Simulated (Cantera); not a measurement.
Input: 1 mol borazine, 2.3 mol H2, 2.2 mol N2, 7.4 mol H2O, held at 82.5 Torr.

Method: chemical equilibrium by Gibbs-energy minimisation in Cantera with the NASA 1993 tables (ideal gas, pure condensed phases). Candidate condensed phases: B, BN, B2O3, B3O3H3, H2O; 39 gas species. The feed counts by its element totals alone. Equilibrium is a limit: real reactors are often held back by kinetics, nucleation or transport.

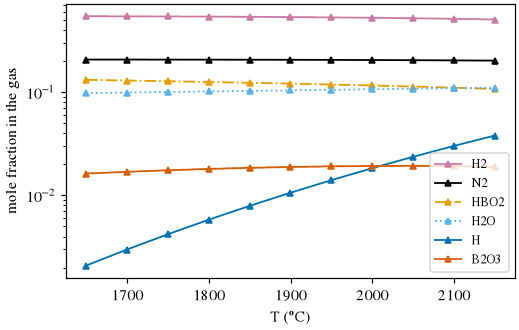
*Equilibrium gas composition (values under 1e-9 drawn at 1e-9)*

From 1650 °C to 2150 °C nothing is condensed. The main B-bearing gas is HBO2 throughout.
